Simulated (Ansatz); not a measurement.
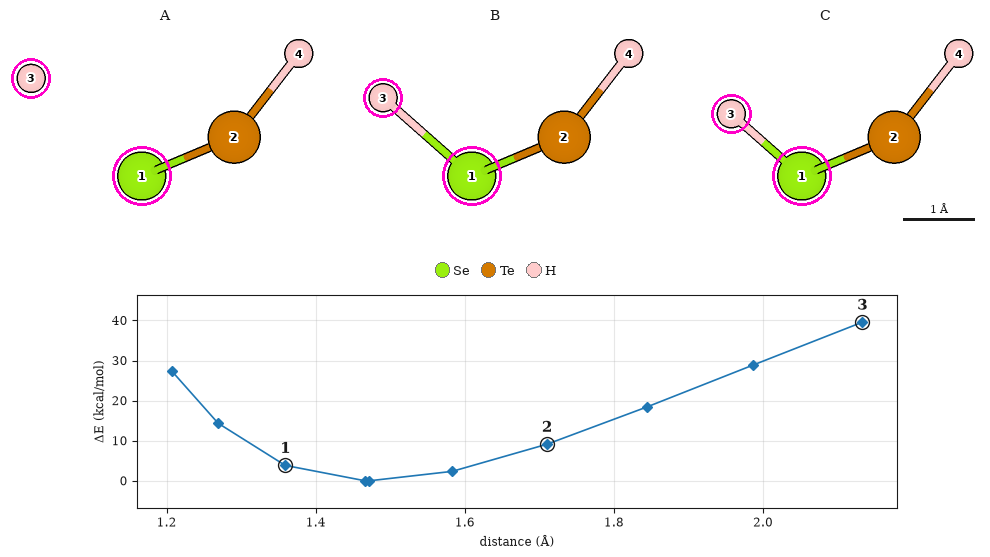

A scan of H₂TeSe: the Se1–H3 distance is varied, with the rest of the molecule carried along rigidly. The frames are shuffled; the numbered points of the plot belong to them. The picture is a ball-and-stick view, seen at a tilt. The ringed atoms are those of the scanned coordinate.

Single-point energies from Ansatz with B3LYP-D4 in the def2-TZVPP basis, on geometries moved rigidly from the minimum at PBE0-D4/def2-TZVP. Elements past krypton carry the basis set's effective core potentials. Energies are counted from the PBE0-D4/def2-TZVP minimum geometry at the same level.

Match the frames to the points.

Answer. Point 1 is frame C (the distance 1.359 Å, 3.9 kcal/mol); 2 is frame B (the distance 1.710 Å, 9.1 kcal/mol); 3 is frame A (the distance 2.133 Å, 39.6 kcal/mol). The lowest computed point lies at the distance 1.471 Å (0.0 kcal/mol). The curvature at the lowest point is about 21 eV/Å² (3.4 mdyn/Å). The well is steeper on the short side, as for any bond.
